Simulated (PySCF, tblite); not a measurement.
**C₇H₅F₂ radical: geometry, infrared bands and EPR parameters**

Wanted: the infrared bands and EPR parameters of C₇H₅F₂ radical (`Cc1c[c]c(F)c(F)c1`), by calculation.

Programs: tblite 0.8.0 and PySCF 2.14.0, with density-fitted response routines of our own. Each step states its level of theory. These are calculated values for one molecule in the gas phase, unless marked as measured. Atoms are numbered from 0 throughout.

## (1) Starting geometry

14 atoms, charge 0, multiplicity 2; geometry from: force field or distance geometry start.

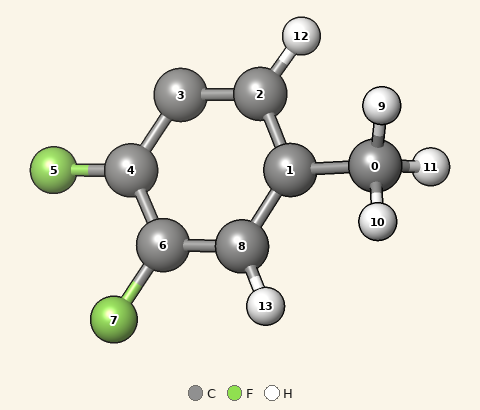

The starting geometry (carbon grey, fluorine green, hydrogen white), atoms numbered.

## (2) Optimising the geometry with GFN2-xTB

Job settings and geometry (Å):

```
{"job": {"kind": "relax", "xc": "GFN2-xTB", "basis": "xTB"}, "charge": 0, "multiplicity": 2}
C     -2.056700     0.166100    -0.094700
C     -0.601600    -0.041300    -0.052600
C     -0.141800    -1.352600    -0.131600
C      1.223100    -1.598600    -0.100700
C      2.106200    -0.548300     0.049200
F      3.431600    -0.807200     0.079600
C      1.612900     0.748600     0.126900
F      2.492100     1.781700     0.265900
C      0.263500     1.026800     0.092300
H     -2.616300    -0.546800     0.574200
H     -2.261900     1.178400     0.343600
H     -2.468200     0.074800    -1.106900
H     -0.882900    -2.143400    -0.228500
H     -0.100600     2.061400     0.161000
```

Launch:

```bash
> OMP_NUM_THREADS=1 python probes_run.py task.json out
```

This one command runs all jobs of the session in turn.

Log:

```text
step      E/eV     max force
  0    -731.54547    2.083
  1    -731.66045    0.680
  2    -731.68397    0.417
  3    -731.70630    0.447
  4    -731.71826    0.355
  5    -731.72469    0.222
  6    -731.72852    0.158
  7    -731.73162    0.145
  8    -731.73343    0.135
  9    -731.73450    0.090
 10    -731.73521    0.061
 11    -731.73566    0.058
 12    -731.73590    0.048
 13    -731.73602    0.032
 14    -731.73611    0.029
 15    -731.73619    0.021
 16    -731.73625    0.019
 17    -731.73629    0.019
 18    -731.73633    0.023
 19    -731.73638    0.022
 20    -731.73644    0.021
 21    -731.73649    0.023
 22    -731.73654    0.021
 23    -731.73659    0.019
 24    -731.73664    0.021
 25    -731.73668    0.015
 26    -731.73670    0.011
 27    -731.73671    0.011
 28    -731.73673    0.010
```

It took 0.11 s on 1 thread of Arm Neoverse V2, shared host.

Step by step:

```tsv
step	energy from step 0 (eV)	largest force (eV/Å)
0	0.0000	2.0827
1	-0.1150	0.6797
2	-0.1385	0.4169
3	-0.1608	0.4470
4	-0.1728	0.3554
5	-0.1792	0.2217
6	-0.1830	0.1584
7	-0.1861	0.1453
8	-0.1880	0.1346
9	-0.1890	0.0902
10	-0.1897	0.0607
11	-0.1902	0.0575
12	-0.1904	0.0484
13	-0.1906	0.0316
14	-0.1906	0.0294
15	-0.1907	0.0212
16	-0.1908	0.0194
17	-0.1908	0.0192
18	-0.1909	0.0232
19	-0.1909	0.0224
20	-0.1910	0.0215
21	-0.1910	0.0232
22	-0.1911	0.0211
23	-0.1911	0.0194
24	-0.1912	0.0212
25	-0.1912	0.0148
26	-0.1912	0.0114
27	-0.1912	0.0112
28	-0.1913	0.0096
```

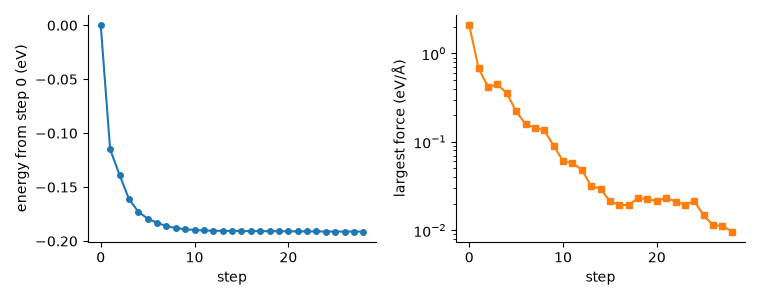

Energy and force, step by step.

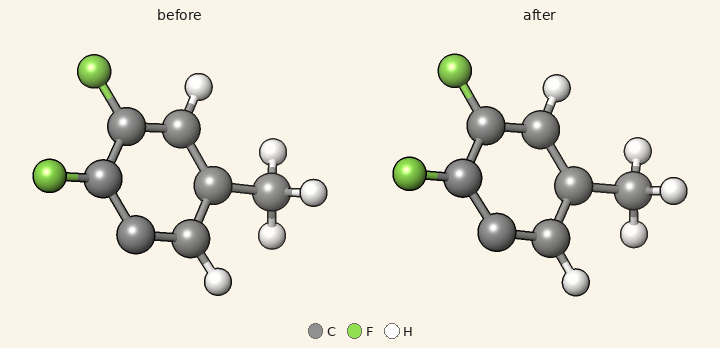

Before and after, at one scale.

Close pairs (by a distance rule), those that changed most:

```tsv
bond	before (Å)	after (Å)	change (Å)
C0–H9	1.126	1.088	-0.039
C0–H10	1.122	1.086	-0.036
C2–C3	1.387	1.357	-0.030
C0–C1	1.470	1.496	+0.026
C8–H13	1.099	1.079	-0.020
C6–F7	1.364	1.344	-0.019
C3–C4	1.380	1.366	-0.015
C4–F5	1.351	1.340	-0.011
```

The next job starts from the end point, and lists it.

## (3) Harmonic vibrations with GFN2-xTB

Job settings and geometry (Å):

```
{"job": {"kind": "ir", "xc": "GFN2-xTB", "basis": "xTB"}, "charge": 0, "multiplicity": 2}
C     -2.105687     0.197183    -0.065802
C     -0.630631    -0.051003    -0.021855
C     -0.137973    -1.359324    -0.125048
C      1.204893    -1.553685    -0.092154
C      2.131742    -0.558776     0.033731
F      3.452378    -0.783161     0.070064
C      1.638407     0.746451     0.128232
F      2.496568     1.774228     0.248195
C      0.277159     0.989585     0.102068
H     -2.636189    -0.529393     0.545297
H     -2.337650     1.196406     0.292249
H     -2.469095     0.105099    -1.089015
H     -0.823751    -2.185455    -0.229127
H     -0.060850     2.011375     0.180997
```

Log:

```text
mode    cm-1     km/mol
  1     -25.3      0.34
  2     120.9      0.05
  3     206.7      1.06
  4     250.2      0.72
  5     287.6      1.16
  6     327.3      3.85
  7     402.1      0.02
  8     448.9      6.51
  9     478.6      2.76
 10     522.5      2.43
 11     552.2     14.87
 12     607.9      1.08
 13     684.0      1.70
 14     790.2     52.03
 15     816.1     25.36
 16     861.7      4.33
 17     962.5     17.60
 18    1009.3      8.47
 19    1027.4     11.25
 20    1078.5    103.89
 21    1171.0     28.33
 22    1175.7     45.70
 23    1269.5      5.26
 24    1323.6    134.91
 25    1397.4      9.72
 26    1401.8      7.69
 27    1466.5     11.14
 28    1472.4     17.23
 29    1479.2    177.20
 30    1510.3     33.67
 31    1620.2     11.41
 32    3009.3     14.92
 33    3039.0     13.65
 34    3052.1     13.76
 35    3089.0      4.47
 36    3102.7      3.82
```

Wall time 0.3 s (1 thread of Arm Neoverse V2, shared host).

The strongest bands and the atoms that carry them (share of the mass-weighted mode):

```tsv
cm⁻¹	km/mol	atoms
790	52.0	F5 28 %, C8 26 %, C3 15 %
816	25.4	H12 53 %, H13 21 %, C2 15 %
1078	103.9	C6 20 %, H12 20 %, C4 18 %, C8 11 %
1171	28.3	H13 52 %, C4 12 %, H12 11 %
1176	45.7	H12 49 %, C4 15 %
1324	134.9	C4 23 %, C1 19 %, C2 15 %, C3 14 %
1479	177.2	C8 19 %, C1 18 %, C3 15 %, C4 13 %
1510	33.7	C1 26 %, C6 25 %, C4 17 %
```

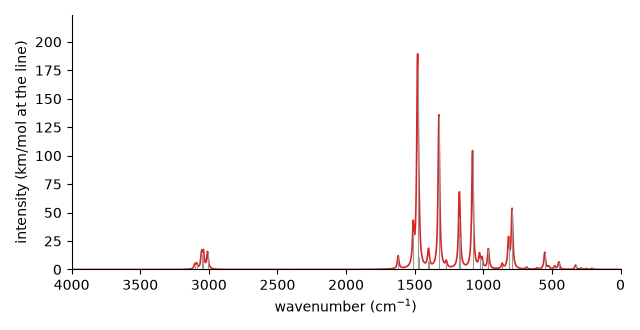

The infrared spectrum from these modes, unscaled. Lines are broadened to a width of 14 cm⁻¹ (Lorentzian).

## (4) g tensor and hyperfine couplings: B3LYP/pcH-1

Settings changed since step 3:

```diff
@@ -1,2 +1,2 @@
-{"job": {"kind": "ir", "xc": "GFN2-xTB", "basis": "xTB"}, "charge": 0, "multiplicity": 2}
+{"job": {"kind": "epr", "basis": "pcH-1"}, "charge": 0, "multiplicity": 2}
 C     -2.105687     0.197183    -0.065802
```

Method: UKS B3LYP, pcH-1 on C F H, non-relativistic, mean-field spin-orbit, GIAO.

Log:

```text
UKS, coarse grid
  cycle   1  E = -469.27370643  |g| = 4.99e-01
  cycle   2  E = -469.14572892  |g| = 7.85e-01
  cycle   3  E = -469.36011064  |g| = 1.03e-01
  cycle   4  E = -469.36462964  |g| = 4.96e-02
  cycle   5  E = -469.36579416  |g| = 1.82e-02
  cycle   6  E = -469.36595151  |g| = 4.62e-03
  cycle   7  E = -469.36597042  |g| = 2.19e-03
  cycle   8  E = -469.36597715  |g| = 1.20e-03
  cycle   9  E = -469.36598006  |g| = 5.60e-04
UKS, final grid
  cycle   1  E = -469.36599628  |g| = 6.32e-04
  cycle   2  E = -469.36599625  |g| = 9.74e-04
  cycle   3  E = -469.36599677  |g| = 1.91e-04
  cycle   4  E = -469.36599686  |g| = 1.70e-04
  cycle   5  E = -469.36599694  |g| = 4.24e-05
  cycle   6  E = -469.36599694  |g| = 8.77e-06
E = -469.36599694 Eh   <S^2> = 0.7572 (exact 0.7500)
g shifts (ppm)      1          2          3
  rmc          -169       -169       -169
  gc             33         15          9
  oz_so        -585       -100        443
  total        -722       -254        283
hyperfine (MHz)  atom isotope    a_iso     a_fc   dipolar eigenvalues
    0   13C       4.19       4.19     -1.32     -1.27      2.59
    1   13C      58.56      58.56     -6.75     -2.13      8.88
    2   13C       0.75       0.75    -13.39     -0.98     14.37
    3   13C     402.39     402.39    -79.12    -62.34    141.46
    4   13C     -14.12     -14.12    -15.90     -5.65     21.56
    5   19F      74.03      74.03    -46.29    -18.79     65.09
    6   13C      51.73      51.73     -3.68      0.23      3.45
    7   19F      46.76      46.76    -33.98    -17.10     51.08
    8   13C      -6.89      -6.89     -6.19      2.15      4.04
    9    1H       0.74       0.74     -1.60     -0.82      2.41
   10    1H       4.15       4.15     -1.31     -0.64      1.95
   11    1H       1.96       1.96     -1.48     -0.81      2.29
   12    1H      66.64      66.64     -6.76     -5.56     12.31
   13    1H       1.00       1.00     -1.55      0.35      1.19
```

Run time: 66 s. Hardware: 1 thread of Arm Neoverse V2, shared host; peak memory 1 GiB.

Principal g values 2.00160, 2.00207, 2.00260; g(iso) = 2.00209, against 2.00232 for a free electron.

Mean a(iso) over the nuclei that a row names, and the largest dipolar term of the row (other rows stand at the frozen geometry):

```tsv
nuclei	isotope	a(iso) (MHz)	a(iso) (G, at g = 2.0023)	largest dipolar term (MHz)
C3	13C	402.4	143.6	141.5
F5	19F	74.0	26.4	65.1
H12	1H	66.6	23.8	12.3
C1	13C	58.6	20.9	8.9
C6	13C	51.7	18.5	-3.7
F7	19F	46.8	16.7	51.1
C4	13C	-14.1	-5.0	21.6
C8	13C	-6.9	-2.5	-6.2
C0	13C	4.2	1.5	2.6
H9, H10, H11	1H	2.3	0.8	2.4
H13	1H	1.0	0.4	-1.5
C2	13C	0.8	0.3	14.4
```

Mulliken spin populations:

C0 0.01; C1 0.06; C2 -0.08; C3 1.01; C4 -0.05; F5 0.01; C6 0.05; F7 0.01; C8 -0.04; H9 0.00; H10 0.00; H11 0.00; H12 0.03; H13 0.00

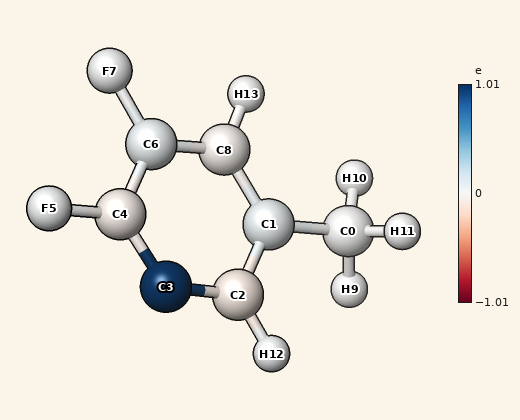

Mulliken spin populations, as colours on the atoms.

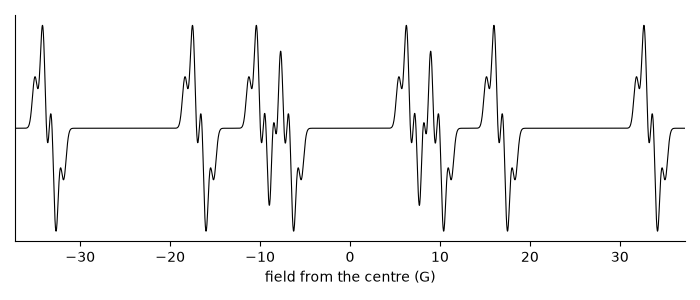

First-order isotropic spectrum (first derivative, main isotopes with spin only, couplings over 0.8 MHz, Gaussian width 0.3 G; couplings of the frozen geometry, rotation of groups not averaged beyond the rows shown).

Orbitals, density, ELF and potential are computed afterwards from the orbital file.

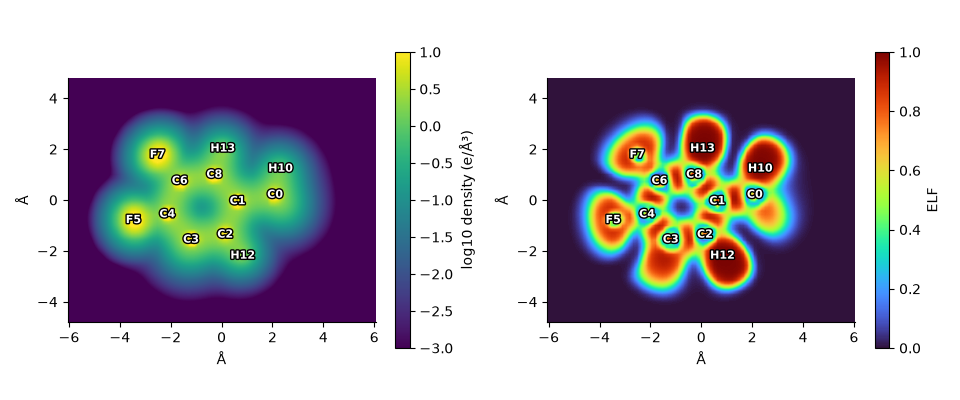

Density (left) and ELF (right) in a plane through or near 12 of the atoms.

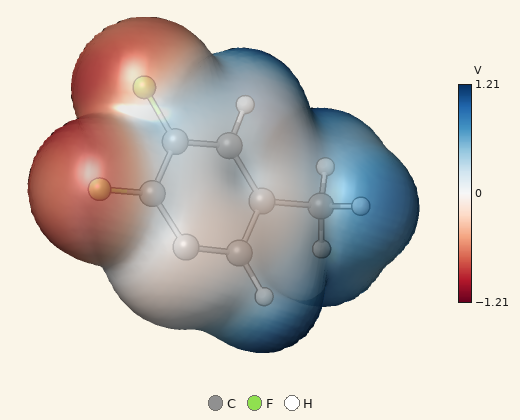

Electrostatic potential on the surface of density 0.002 e/bohr³; red is low, blue high. It runs from -0.83 V near F5 to 1.21 V near H12.

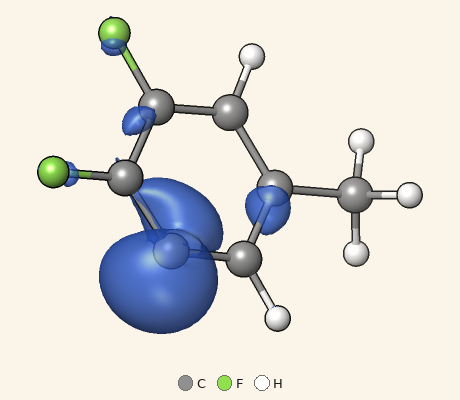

Spin density at ±0.05 e/Å³ (alpha excess blue, beta excess red).

## (5) Results

| quantity | value |
| --- | --- |
| strongest single infrared mode (GFN2-xTB) | 1479 cm⁻¹, 177 km/mol |
| zero-point energy (GFN2-xTB) | 60.1 kcal/mol |
| g(iso) (B3LYP) | 2.00209 |
| ⟨S²⟩ | 0.757 (exact 0.75) |
| largest a(iso) (averaged by class) | 13C on C3, 402.4 MHz |
| surface potential, least and greatest | -0.83 V and 1.21 V |

Relaxing lowered the energy by 0.191 eV in 28 steps; the close pair that moved most is C0–H9, from 1.126 to 1.088 Å. The lowest mode is imaginary (25i cm⁻¹), so the xTB geometry is not a minimum. The strongest single mode, at 1479 cm⁻¹, is spread over several atoms, C8, C1, C3, C4 among them. GFN2-xTB is a fitted tight-binding method: band positions and strengths are rough. Its intensities can rank the bands wrongly. Most of the unpaired spin sits on C3 (1.01 e). The isotropic g lies 0.2 ppt below the free-electron value.
